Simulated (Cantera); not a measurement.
Feed: 1 mol n-butane, 65 mol H₂, 39 mol N₂, 0.00085 mol H₂S, equilibrated at 0.133 bar.

Cantera equilibrium calculation (NASA polynomials, part measured and part estimated; ideal gas, pure solids and liquids). Candidate condensed phases: C, C₆H₆, C₇H₈, C₈H₁₈, S; 100 gas species. Equilibrium is a limit: real reactors are often held back by kinetics, nucleation or transport.

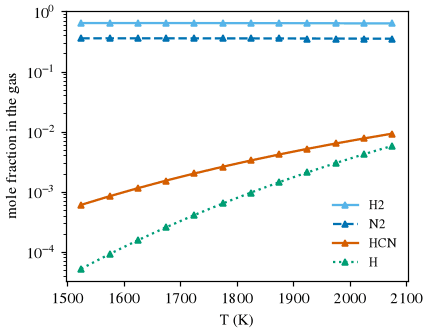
*Equilibrium gas composition (values under 1e-9 drawn at 1e-9)*

From 1525 K to 2075 K the condensed part is C(graphite). The main C-bearing gas is HCN throughout. The share of C in condensed phases is highest at 1525 K (97.9 %) and lowest at 2075 K (68.7 %).
